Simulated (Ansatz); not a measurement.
# Strength of the B–S bond: C2H7BS → C2H6B + HS

Species: C2H7BS `CCBS`, singlet; C2H6B `[BH]CC`, doublet; HS, doublet. 

Shapes, held fixed at every level: PBE0-D4/def2-TZVP. Flexible molecules stand in one conformer, not always the lowest. Programs: Ansatz 0.2.0. The zero-point and thermal change to 298 K, harmonic and unscaled (PBE0-D4/def2-TZVP), is -16.8 kJ/mol.

```json
{"level": "HF/def2-TZVPP", "kind": "Hartree–Fock", "ΔH(298 K) (kJ/mol)": "+332.2", "less CCSD(T)/CBS estimate": "-135.0"}
{"level": "wB97M-V/def2-TZVPP", "kind": "range-separated hybrid", "ΔH(298 K) (kJ/mol)": "+471.5", "less CCSD(T)/CBS estimate": "+4.3"}
{"level": "wB97X-V/def2-TZVPP", "kind": "range-separated hybrid", "ΔH(298 K) (kJ/mol)": "+465.9", "less CCSD(T)/CBS estimate": "-1.3"}
{"level": "MP2/def2-SVP", "kind": "perturbation theory", "ΔH(298 K) (kJ/mol)": "+461.1", "less CCSD(T)/CBS estimate": "-6.1"}
{"level": "CCSD(T)/def2-SVP", "kind": "coupled cluster or CI", "ΔH(298 K) (kJ/mol)": "+451.4", "less CCSD(T)/CBS estimate": "-15.8"}
{"level": "CCSD(T)/def2-TZVPP", "kind": "coupled cluster or CI", "ΔH(298 K) (kJ/mol)": "+456.2", "less CCSD(T)/CBS estimate": "-11.0"}
{"level": "CCSD(T)/CBS estimate", "kind": "coupled cluster or CI", "ΔH(298 K) (kJ/mol)": "+467.2", "less CCSD(T)/CBS estimate": "0.0"}
```

The highest level, CCSD(T)/CBS estimate, gives ΔH(298 K) = +467.2 kJ/mol; the levels span +332.2 to +471.5. The column of differences is taken from that level and isn't an error. Hartree–Fock misses the correlation of the pair that is broken and comes out low. No measured value is set beside it here. Open shells run unrestricted unless RO is named. The CBS estimate extrapolates MP2 from def2-TZVPP and def2-QZVPP and adds CCSD(T) − MP2 in the triple-zeta set, cores frozen.

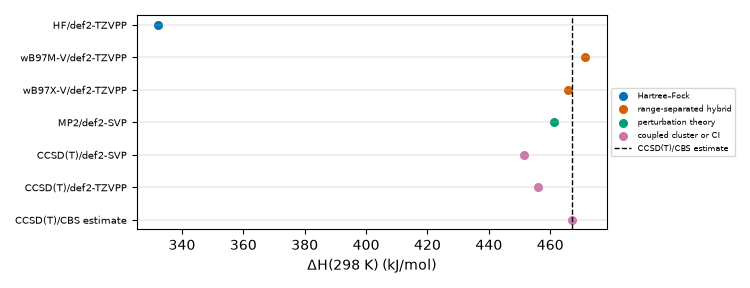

The values of the table, level by level.
